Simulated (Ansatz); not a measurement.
Input

```
crystal:
  periodic: [false, false, false]
  atoms:
    - {symbol: N, position_ang: [-1.241790, 0.992301, -0.083400]}
    - {symbol: N, position_ang: [0.418237, -0.388652, 1.568474]}
    - {symbol: N, position_ang: [0.336374, -0.750576, -1.449262]}
    - {symbol: Si, position_ang: [0.312307, 0.248732, -0.036852]}
    - {symbol: H, position_ang: [-1.603046, 1.344876, -0.961376]}
    - {symbol: H, position_ang: [-1.557162, 1.544537, 0.704772]}
    - {symbol: H, position_ang: [1.559766, 1.069454, -0.169405]}
    - {symbol: H, position_ang: [1.323453, -0.617219, 1.961645]}
    - {symbol: H, position_ang: [-0.303907, -1.003047, 1.927992]}
    - {symbol: H, position_ang: [1.220854, -1.069836, -1.826094]}
    - {symbol: H, position_ang: [-0.399786, -1.427569, -1.615993]}
basis:
  gaussian:
    orbitals: def2-TZVPD
hamiltonian:
  xc: {name: PBE0}
output: {forces: true, orbitals: {seedname: orbitals}}
```

Command:

```sh
ansatz run input.yaml --threads 2 --pin off --max-ram 5220MiB --events-out events.jsonl --progress --plain --runs-dir runs
```

Geometry: PBE0-D4/def2-SVP.

The calculation used isolated molecule in a Gaussian basis; Kohn-Sham density functional theory, functional PBE0 in Ansatz 0.2.0.

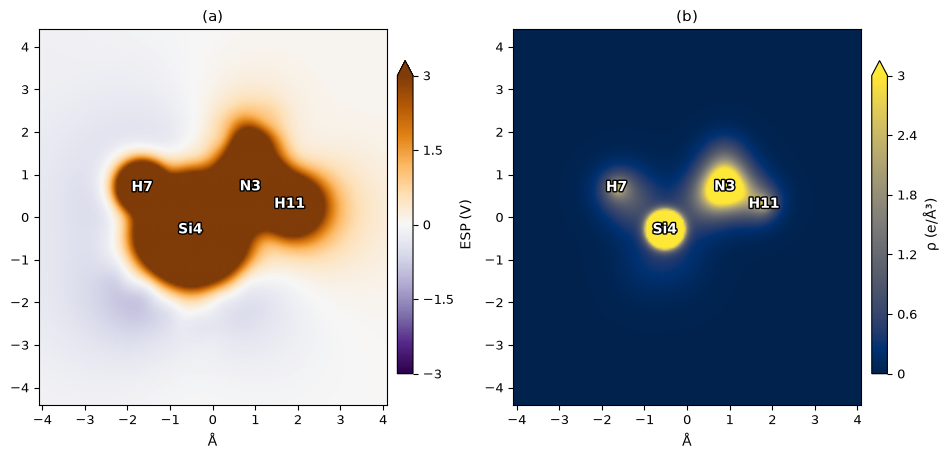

H7N3Si (SMILES N[SiH](N)N). (a) molecular electrostatic potential; (b) electron density on the plane of atoms Si4, N3 and H11.

### Describe what can be read from this map.

Atoms in the plane: N, Si and H. Si–N (1.73 Å): ρ at the midpoint is about 1.1 e/Å³. N–H (1.01 Å): the density is about 2.8 e/Å³ at the midpoint. Si–H (1.50 Å): ρ is about 0.8 e/Å³ halfway. Outside the dense part of the molecule the potential is most negative (−0.9 V) near N2 and N3, which lies off the plane.
